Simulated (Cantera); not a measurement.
A closed system holds: 1 mol SiCl₄, a varied amount of H₂, at 2475 K and 0.500 bar.

These are equilibrium values from Cantera (NASA tables, ideal gas, pure condensed phases), not measurements of a reactor. Candidate condensed phases: Si; 19 gas species. The tables' values for SiCl₃, SiCl are old estimates; treat these amounts as uncertain. Gases not in the tables: Si₂H₆ and higher silanes. The numbers say what is thermodynamically allowed, not how fast it happens.

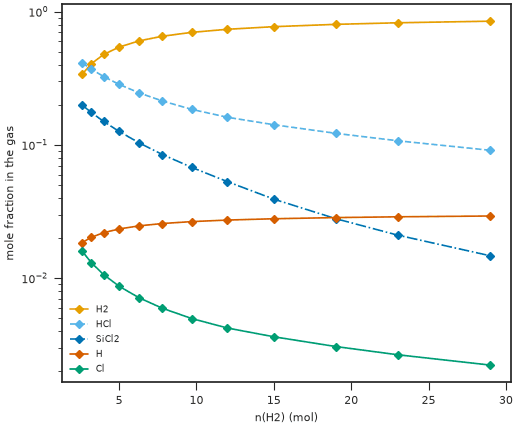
*Equilibrium gas composition (values under 1e-9 drawn at 1e-9)*

**Question.** Read off the mole fractions at 3.2 mol H₂.

**Answer.** H₂ about 0.41, HCl about 0.37, SiCl₂ about 0.18, H about 0.020, Cl about 0.013.
